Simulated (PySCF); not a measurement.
# Pr2O(OH)4: how settings move a single point

Which settings matter for Pr2O(OH)4? Each run alters one on purpose. The structure is generated, not taken from experiment.

Method: r2SCAN, Pr lcecp-1-SVP with ECP48, O def2-SVP, H def2-SVP; scalar-relativistic core potentials, no spin–orbit coupling; program: PySCF 2.14.0.

5 further runs of the same task are left out: 1 for a known fault of the program, 3 that didn't finish, 1 set aside as unsound or not needed.

## (1) The system as given

11 atoms, charge 0, spin multiplicity 1.

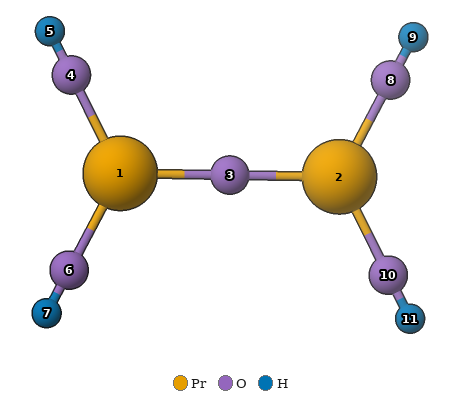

The structure; praseodymium amber, oxygen purple, hydrogen blue; atoms are numbered from 1 in the order of the file.

As a file:

```xyz
11
H4O5Pr2
Pr    0.00000    0.00000    2.26789
Pr    0.00000    0.00000   -2.05648
O     0.00000    0.00000    0.10592
O     0.00000    1.92495    3.25392
H     0.00000    2.78066    3.68843
O     0.00000   -1.92495    3.25392
H     0.00000   -2.78066    3.68843
O     0.00000    1.92496   -3.04230
H     0.00000    2.77751   -3.48271
O     0.00000   -1.92496   -3.04230
H     0.00000   -2.77751   -3.48271
```

Formal oxidation states: Pr +3. Each metal's 2 4f electrons lie in its core potential, so multiplicities, spins and levels count the valence alone. An earlier session relaxed this geometry at r2SCAN, Pr lcecp-1-SVP with ECP48, O def2-SVP, H def2-SVP (singlet, point group D2h).

The sound run used a (50, 194) grid (finer on f atoms), a threshold of 1e-8 and at most 55 cycles, and ended at -444.178336 Eh.

## (2) Altered run 1

Input file run.py (the lines that set the calculation):

```python
mol = gto.M(atom='''
Pr     0.00000     0.00000     2.26789
Pr     0.00000     0.00000    -2.05648
O      0.00000     0.00000     0.10592
O      0.00000     1.92495     3.25392
H      0.00000     2.78066     3.68843
O      0.00000    -1.92495     3.25392
H      0.00000    -2.78066     3.68843
O      0.00000     1.92496    -3.04230
H      0.00000     2.77751    -3.48271
O      0.00000    -1.92496    -3.04230
H      0.00000    -2.77751    -3.48271''',
    basis={'Pr': 'lcecp-1-SVP', 'O': 'def2-SVP', 'H': 'def2-SVP'},
    ecp={'Pr': 'lcecp-1-SVP'},
    charge=0, spin=0)
mf = dft.RKS(mol, xc='R2SCAN')
mf.grids.atom_grid = (50, 194)  # f atoms: unpruned, at least (60, 302)
mf = mf.density_fit()  # fitting sets: Pr AutoAux, O def2-universal-JKFIT, H def2-universal-JKFIT
mf.conv_tol = 1e-08; mf.max_cycle = 55
mf.kernel(dm0)  # dm0: smeared density
```

Command:

```console
$ OMP_NUM_THREADS=4 python run.py
```

The program printed:

```text
init E= -444.079853052326
  HOMO = -0.225260155991665  LUMO = -0.0710262347263539  gap/eV = 4.19692
cycle= 1 E= -444.173231742616  delta_E= -0.0934  |g|= 0.149  |ddm|= 0.318
  HOMO = -0.190986183753482  LUMO = -0.0644433604866222  gap/eV = 3.44341
cycle= 2 E= -444.148019900576  delta_E= 0.0252  |g|= 0.381  |ddm|= 0.376
  HOMO = -0.210473743460959  LUMO = -0.0634423394968732  gap/eV = 4.00093
cycle= 3 E= -444.178063239716  delta_E= -0.03  |g|= 0.0349  |ddm|= 0.257
  HOMO = -0.210065923986633  LUMO = -0.0629258567420635  gap/eV = 4.00389
cycle= 4 E= -444.17832007879  delta_E= -0.000257  |g|= 0.00876  |ddm|= 0.0292
  HOMO = -0.210337154431503  LUMO = -0.0626887379613222  gap/eV = 4.01772
cycle= 5 E= -444.17833623543  delta_E= -1.62e-05  |g|= 0.000944  |ddm|= 0.00666
  HOMO = -0.210454251662214  LUMO = -0.0627935260807124  gap/eV = 4.01805
cycle= 6 E= -444.178336469524  delta_E= -2.34e-07  |g|= 0.000217  |ddm|= 0.00133
  HOMO = -0.210462261178702  LUMO = -0.0627906683664405  gap/eV = 4.01835
cycle= 7 E= -444.178336480838  delta_E= -1.13e-08  |g|= 8.75e-06  |ddm|= 0.000203
  HOMO = -0.210463036341609  LUMO = -0.0627907095028159  gap/eV = 4.01837
cycle= 8 E= -444.178336480847  delta_E= -9.21e-12  |g|= 5.96e-06  |ddm|= 1.24e-05
  HOMO = -0.21046292354569  LUMO = -0.0627907999809288  gap/eV = 4.01836
Extra cycle  E= -444.178336480817  delta_E= 2.99e-11  |g|= 1.36e-05  |ddm|= 1.33e-05
converged SCF energy = -444.178336480817
```

Wall time 16 s (4 threads of Intel Xeon 6975P-C (Granite Rapids), shared host).

Changed: the starting guess (smeared density). It converges in 8 cycles, at the sound run's energy within 0.001 eV, with a largest force component of 0.01 eV/Å. The result survives the change.

## (3) Altered run 2

run.py (the lines that set the calculation), as its differences from that of step 2:

```diff
@@ -18,3 +18,3 @@
 mf = mf.density_fit()  # fitting sets: Pr AutoAux, O def2-universal-JKFIT, H def2-universal-JKFIT
-mf.conv_tol = 1e-08; mf.max_cycle = 55
-mf.kernel(dm0)  # dm0: smeared density
+mf.conv_tol = 1e-06; mf.max_cycle = 55
+mf.kernel(dm0)  # dm0: free metal ions and neutral atoms
```

Command:

```console
$ OMP_NUM_THREADS=4 python run.py
```

The program printed:

```text
init E= -452.946353158466
  HOMO = -0.257011526555867  LUMO = -0.117749132072731  gap/eV = 3.78952
cycle= 1 E= -444.084523066439  delta_E= 8.86  |g|= 0.64  |ddm|= 3.53
  HOMO = -0.074032695802034  LUMO = -0.034332771416866  gap/eV = 1.08029
cycle= 2 E= -443.536384288328  delta_E= 0.548  |g|= 1.68  |ddm|=  1.7
  HOMO = -0.217325712082334  LUMO = -0.05273299383386  gap/eV = 4.47880
cycle= 3 E= -444.150235702728  delta_E= -0.614  |g|= 0.359  |ddm|= 1.29
  HOMO = -0.200508597056423  LUMO = -0.0634108632832614  gap/eV = 3.73062
cycle= 4 E= -444.170653086315  delta_E= -0.0204  |g|= 0.192  |ddm|= 0.376
  HOMO = -0.21314957502081  LUMO = -0.0645169070056308  gap/eV = 4.04450
cycle= 5 E= -444.178099490233  delta_E= -0.00745  |g|= 0.0345  |ddm|= 0.146
  HOMO = -0.210141612999309  LUMO = -0.0623037720553898  gap/eV = 4.02287
cycle= 6 E= -444.178327317037  delta_E= -0.000228  |g|= 0.00542  |ddm|= 0.0353
  HOMO = -0.210435540446992  LUMO = -0.0627833554326011  gap/eV = 4.01782
cycle= 7 E= -444.178336350216  delta_E= -9.03e-06  |g|= 0.000756  |ddm|= 0.0078
  HOMO = -0.210453180195319  LUMO = -0.0627848509265547  gap/eV = 4.01826
cycle= 8 E= -444.178336478828  delta_E= -1.29e-07  |g|= 9.18e-05  |ddm|= 0.000571
  HOMO = -0.210475195268144  LUMO = -0.0627928334877984  gap/eV = 4.01864
Extra cycle  E= -444.178336472204  delta_E= 6.62e-09  |g|= 0.0002  |ddm|= 0.000237
converged SCF energy = -444.178336472204
```

It took 16 s on 4 threads of Intel Xeon 6975P-C (Granite Rapids), shared host.

Changed: the SCF threshold (1e-06). It converges in 8 cycles, at the sound run's energy within 0.001 eV, with a largest force component of 0.01 eV/Å. The result survives the change.

## (4) Altered run 3

run.py (the lines that set the calculation), as its differences from that of step 3:

```diff
@@ -16,5 +16,5 @@
 mf = dft.RKS(mol, xc='R2SCAN')
-mf.grids.atom_grid = (50, 194)  # f atoms: unpruned, at least (60, 302)
+mf.grids.atom_grid = (99, 590)  # f atoms: unpruned, at least (60, 302)
 mf = mf.density_fit()  # fitting sets: Pr AutoAux, O def2-universal-JKFIT, H def2-universal-JKFIT
-mf.conv_tol = 1e-06; mf.max_cycle = 55
+mf.conv_tol = 1e-08; mf.max_cycle = 55
 mf.kernel(dm0)  # dm0: free metal ions and neutral atoms
```

Command:

```console
$ OMP_NUM_THREADS=4 python run.py
```

The program printed:

```text
init E= -452.946551225093
  HOMO = -0.257030490335737  LUMO = -0.117740413295095  gap/eV = 3.79028
cycle= 1 E= -444.084778448952  delta_E= 8.86  |g|= 0.64  |ddm|= 3.53
  HOMO = -0.0739612285559222  LUMO = -0.0343255312753998  gap/eV = 1.07854
cycle= 2 E= -443.536244980109  delta_E= 0.549  |g|= 1.69  |ddm|=  1.7
  HOMO = -0.217299022509855  LUMO = -0.0527195408801252  gap/eV = 4.47844
cycle= 3 E= -444.150554919266  delta_E= -0.614  |g|= 0.359  |ddm|= 1.29
  HOMO = -0.200514519927278  LUMO = -0.0634077728398438  gap/eV = 3.73086
cycle= 4 E= -444.170894899435  delta_E= -0.0203  |g|= 0.192  |ddm|= 0.375
  HOMO = -0.213139752349069  LUMO = -0.0645082557825638  gap/eV = 4.04447
cycle= 5 E= -444.17832689806  delta_E= -0.00743  |g|= 0.0345  |ddm|= 0.146
  HOMO = -0.210137732472187  LUMO = -0.0622991562983921  gap/eV = 4.02289
cycle= 6 E= -444.178554411014  delta_E= -0.000228  |g|= 0.00542  |ddm|= 0.0352
  HOMO = -0.210432228578371  LUMO = -0.0627783972601225  gap/eV = 4.01787
cycle= 7 E= -444.178563432012  delta_E= -9.02e-06  |g|= 0.000762  |ddm|= 0.00779
  HOMO = -0.210450344517658  LUMO = -0.0627803185844145  gap/eV = 4.01831
cycle= 8 E= -444.178563562508  delta_E= -1.3e-07  |g|= 9.31e-05  |ddm|= 0.000573
  HOMO = -0.210459568423618  LUMO = -0.0627856603777742  gap/eV = 4.01841
cycle= 9 E= -444.178563564404  delta_E= -1.9e-09  |g|= 2.68e-05  |ddm|= 0.000118
  HOMO = -0.210460090327296  LUMO = -0.0627860555962695  gap/eV = 4.01842
Extra cycle  E= -444.178563563926  delta_E= 4.78e-10  |g|= 5.44e-05  |ddm|= 7.48e-05
converged SCF energy = -444.178563563926
```

Run time: 35 s. Hardware: 4 threads of Intel Xeon 6975P-C (Granite Rapids), shared host.

Changed: the integration grid, to (99, 590). It converges in 9 cycles, -0.006 eV from the sound run, with a largest force component of 0.06 eV/Å. The result survives the change.

## (5) Altered run 4

Input file run.py (the lines that set the calculation):

```python
mol = gto.M(atom='''
Pr     0.00000     0.00000     2.54003
Pr     0.00000     0.00000    -2.30326
O      0.00000     0.00000     0.11863
O      0.00000     2.15595     3.64439
H      0.00000     3.11434     4.13104
O      0.00000    -2.15595     3.64439
H      0.00000    -3.11434     4.13104
O      0.00000     2.15595    -3.40738
H      0.00000     3.11081    -3.90064
O      0.00000    -2.15595    -3.40738
H      0.00000    -3.11081    -3.90064''',
    basis={'Pr': 'lcecp-1-SVP', 'O': 'def2-SVP', 'H': 'def2-SVP'},
    ecp={'Pr': 'lcecp-1-SVP'},
    charge=0, spin=0)
mf = dft.RKS(mol, xc='R2SCAN')
mf.grids.atom_grid = (50, 194)  # f atoms: unpruned, at least (60, 302)
mf = mf.density_fit()  # fitting sets: Pr AutoAux, O def2-universal-JKFIT, H def2-universal-JKFIT
mf.conv_tol = 1e-08; mf.max_cycle = 55
mf.kernel(dm0)  # dm0: free metal ions and neutral atoms
```

Command:

```console
$ OMP_NUM_THREADS=4 python run.py
```

The program printed:

```text
init E= -452.2442651324
  HOMO = -0.220887030645413  LUMO = -0.122029697893361  gap/eV = 2.69005
cycle= 1 E= -443.90705446736  delta_E= 8.34  |g|= 0.717  |ddm|= 3.26
  HOMO = -0.0677510371763662  LUMO = -0.0634545121835934  gap/eV = 0.11691
cycle= 2 E= -442.737548540539  delta_E= 1.17  |g|= 2.31  |ddm|= 2.13
  HOMO = -0.221025567962822  LUMO = -0.0773940900667167  gap/eV = 3.90841
cycle= 3 E= -443.93066114551  delta_E= -1.19  |g|= 0.641  |ddm|= 1.78
  HOMO = -0.182751115470189  LUMO = -0.0888256848089127  gap/eV = 2.55584
cycle= 4 E= -444.001175014433  delta_E= -0.0705  |g|= 0.325  |ddm|= 0.679
  HOMO = -0.201860207661142  LUMO = -0.0901783727164088  gap/eV = 3.03902
cycle= 5 E= -444.023932065369  delta_E= -0.0228  |g|= 0.0524  |ddm|= 0.246
  HOMO = -0.198674854548269  LUMO = -0.0875028594628044  gap/eV = 3.02514
cycle= 6 E= -444.024415266686  delta_E= -0.000483  |g|= 0.0158  |ddm|= 0.0402
  HOMO = -0.199338327315169  LUMO = -0.0884586079854648  gap/eV = 3.01719
cycle= 7 E= -444.02447674761  delta_E= -6.15e-05  |g|= 0.00613  |ddm|= 0.0147
  HOMO = -0.199654458578554  LUMO = -0.088448833948195  gap/eV = 3.02606
cycle= 8 E= -444.024485839649  delta_E= -9.09e-06  |g|= 0.000368  |ddm|= 0.00504
  HOMO = -0.199670969959591  LUMO = -0.0884647844724162  gap/eV = 3.02607
cycle= 9 E= -444.024485872017  delta_E= -3.24e-08  |g|= 9.94e-05  |ddm|= 0.000415
  HOMO = -0.199672207342769  LUMO = -0.0884650473200882  gap/eV = 3.02610
cycle= 10 E= -444.024485874465  delta_E= -2.45e-09  |g|= 1.3e-05  |ddm|= 9.5e-05
  HOMO = -0.199673671574206  LUMO = -0.0884650641234977  gap/eV = 3.02614
Extra cycle  E= -444.024485874055  delta_E= 4.1e-10  |g|= 4.47e-05  |ddm|= 3.94e-05
converged SCF energy = -444.024485874055
```

It took 14 s on 4 threads of Intel Xeon 6975P-C (Granite Rapids), shared host.

Changed: the scale of all coordinates (1.12). It converges in 10 cycles, +4.186 eV from the sound run, with a largest force component of 3.84 eV/Å. The setting is unsound, so these numbers aren't the compound's.

## (6) Altered run 5

Input file run.py (the lines that set the calculation):

```python
mol = gto.M(atom='''
Pr     0.00000     0.00000     2.26789
Pr     0.00000     0.00000    -2.05648
O      0.00000     0.00000     0.10592
O      0.00000     1.92495     3.25392
H      0.00000     2.78066     3.68843
O      0.00000    -1.92495     3.25392
H      0.00000    -2.78066     3.68843
O      0.00000     1.92496    -3.04230
H      0.00000     2.77751    -3.48271
O      0.00000    -1.92496    -3.04230
H      0.00000    -2.77751    -3.48271''',
    basis={'Pr': 'lcecp-1-SVP', 'O': 'def2-SVP', 'H': 'def2-SVP'},
    ecp={'Pr': 'lcecp-1-SVP'},
    charge=0, spin=0)
mf = dft.RKS(mol, xc='R2SCAN')
mf.grids.atom_grid = (50, 194)  # f atoms: unpruned, at least (60, 302)
mf = mf.density_fit()  # fitting sets: Pr AutoAux, O def2-universal-JKFIT, H def2-universal-JKFIT
mf.conv_tol = 1e-08; mf.max_cycle = 3
mf.kernel(dm0)  # dm0: free metal ions and neutral atoms
```

Command:

```console
$ OMP_NUM_THREADS=4 python run.py
```

The program printed:

```text
init E= -452.946353158466
  HOMO = -0.257011526555868  LUMO = -0.117749132072728  gap/eV = 3.78952
cycle= 1 E= -444.08452306644  delta_E= 8.86  |g|= 0.64  |ddm|= 3.53
  HOMO = -0.0740326958020613  LUMO = -0.0343327714168959  gap/eV = 1.08029
cycle= 2 E= -443.53638428833  delta_E= 0.548  |g|= 1.68  |ddm|=  1.7
  HOMO = -0.21732571208233  LUMO = -0.0527329938338823  gap/eV = 4.47880
cycle= 3 E= -444.150235702728  delta_E= -0.614  |g|= 0.359  |ddm|= 1.29
SCF not converged.
```

It took 3.6 s on 4 threads of Intel Xeon 6975P-C (Granite Rapids), shared host.

Changed: the cycle limit (3). The SCF doesn't converge: the limit ends it too early, and the default cures it.

## (7) Results

| run | changed | ending | energy change (eV) | cycles | time | usable |
| --- | --- | --- | --- | --- | --- | --- |
| 1 | the starting guess | converged | 0.000 | 8 | 16 s | yes |
| 2 | the SCF threshold | converged | 0.000 | 8 | 16 s | yes |
| 3 | the integration grid | converged | -0.006 | 9 | 35 s | yes |
| 4 | the scale of all coordinates | converged | +4.186 | 10 | 14 s | no |
| 5 | the cycle limit | not converged | – | 3 | 3.6 s | no |

3 of 5 altered runs give a usable result. 1 ended normally with numbers unfit to quote.
